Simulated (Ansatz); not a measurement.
CH₆FGeNS: several calculations on one system

## 1. Relaxation

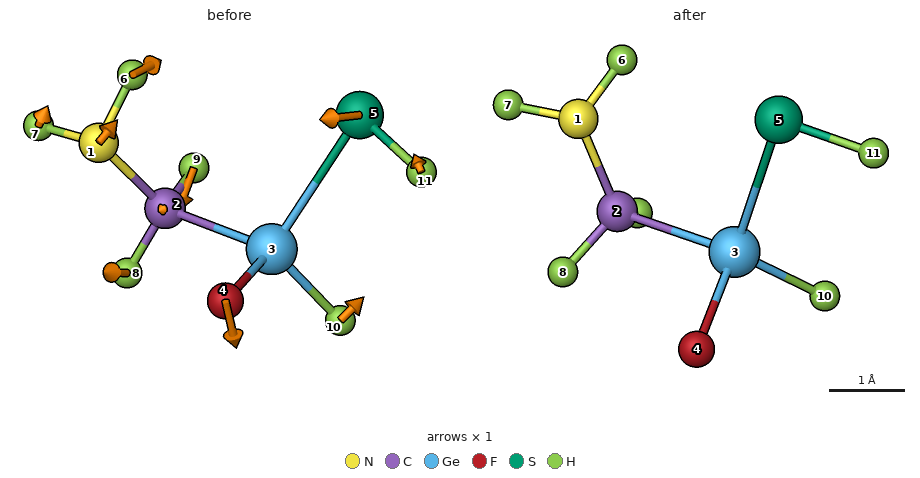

The structure of CH₆FGeNS before (left) and after (right) a relaxation, at one scale. The orange arrows give the displacements, at their true length.

The picture is a ball-and-stick view, seen at a tilt.

The run prepares an end point of a later path (inversion) calculation, from a guessed geometry.

The calculation used RKS PBE/def2-SVP (Ansatz). Set-up: no spin polarisation; force threshold 0.015 eV/Å; at most 40 steps.

Question: What changed between the two?

Answer: The largest moves after the best rigid fit, 0.79 Å, are those of F4 and S5. By element the largest moves are F 0.79 Å, S 0.79 Å, H 0.69 Å, N 0.44 Å, C 0.14 Å, Ge 0.06 Å. Some distances before and after: N1–H7 1.092 → 1.027 Å, Ge3–H10 1.505 → 1.556 Å, C2–H8 1.064 → 1.110 Å, C2–Ge3 1.933 → 1.978 Å. Bond angles that change, for instance: N1–C2–H9 109.2° → 117.2°, C2–N1–H7 104.4° → 111.4°, F4–Ge3–H10 110.9° → 103.9°. Groups turn about C2–Ge3 by about 50°, Ge3–S5 by about 30°. The energy falls by 31.8 kJ/mol in 25 geometry steps. The largest force component goes from 2 to 0.0061 eV/Å. Cost: 75 s on 2 threads of Intel(R) Xeon(R) Platinum 8175M CPU @ 2.50GHz (Skylake/Cascade Lake), on a shared host, peak memory 0.21 GiB.

## 2. Relaxation

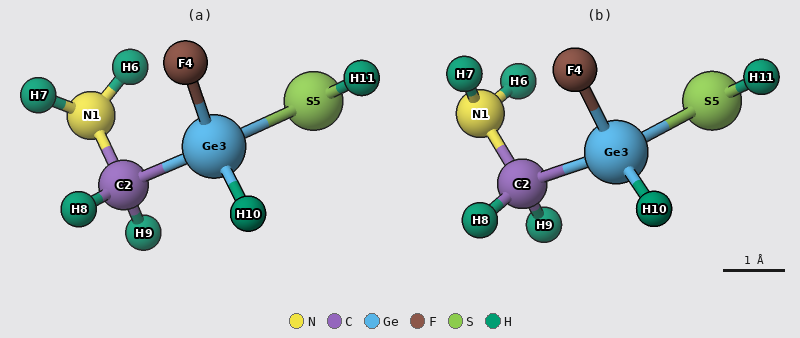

The structure of CH6FGeNS before (left) and after (right) a relaxation, at one scale.

Style: ball-and-stick. Shown at a tilt.

The run prepares an end point of a later path (inversion) calculation, from a guessed geometry.

Method: RKS PBE/def2-SVP in Ansatz 0.2.0. Set-up: no spin polarisation; force threshold 0.015 eV/Å; at most 40 steps.

### Summarise the run.

The energy falls by 11.3 kcal/mol in 13 geometry steps. Largest force component: 1.9 eV/Å at the start, 0.0081 eV/Å at the end. H7 moves most after the best rigid fit: 0.65 Å. By element the largest moves are H 0.65 Å, N 0.24 Å, F 0.21 Å, Ge 0.11 Å, C 0.05 Å, S 0.05 Å. Near-neighbour distances that change, for instance: N1–H7 1.092 → 1.029 Å, C2–Ge3 1.933 → 1.992 Å, Ge3–H10 1.505 → 1.559 Å, C2–H8 1.064 → 1.111 Å. Among the angles between lasting bonds that change: C2–Ge3–H10 111.0° → 123.6°, C2–Ge3–F4 111.0° → 102.0°, F4–Ge3–H10 110.9° → 103.8°. Groups turn about N1–C2 by about 50°. The run took 44 s on 2 threads of Intel(R) Xeon(R) Platinum 8175M CPU @ 2.50GHz (Skylake/Cascade Lake), with other jobs on the host, peak memory 0.2 GiB.

## 3. Path

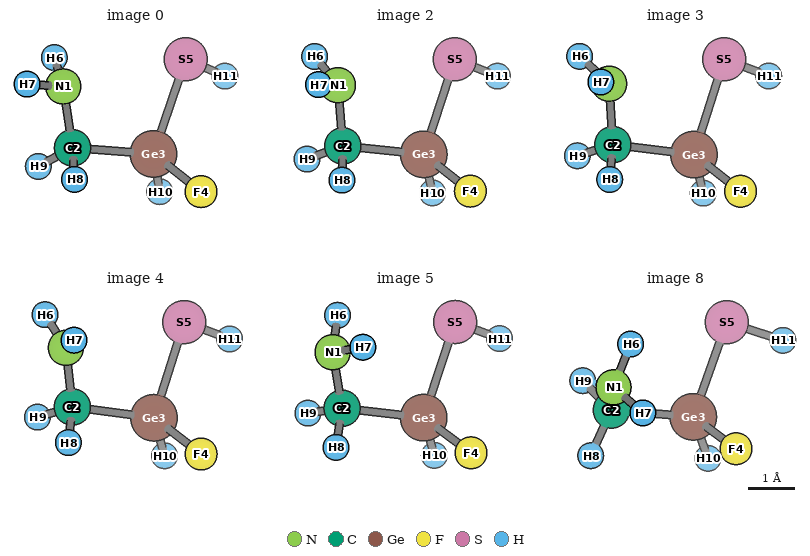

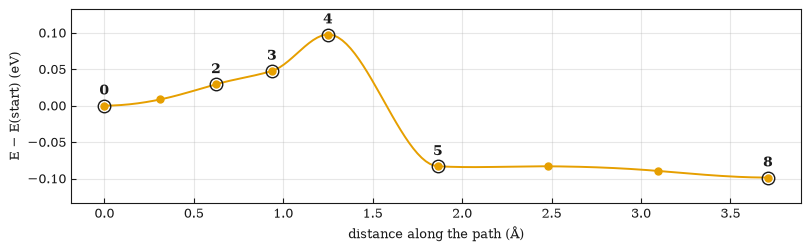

NEB run on CH6FGeNS. Images are numbered from 0 (start) to 8 (end). A ball-and-stick model, seen at a tilt.

Method: RKS PBE/def2-SVP (Ansatz). Settings: 7 movable images; climbing image; force threshold 0.05 eV/Å; iteration limit 60; starting path by image-dependent pair potential.

> Read off the barrier and say what moves.

Forward barrier 0.098 eV, backward barrier 0.196 eV, with image 4 at the top; the reaction energy is −0.099 eV. The motion is an umbrella inversion at N1. No bond forms or breaks between the ends. Among the angles between lasting bonds that change up to the highest image: H6–N1–H7 107.0° → 117.7°, C2–N1–H6 111.1° → 120.6°. The band is converged.

Cost: 4.4 min on 2 threads of Intel(R) Xeon(R) Platinum 8175M CPU @ 2.50GHz (Skylake/Cascade Lake), on a shared host, peak memory 0.2 GiB.
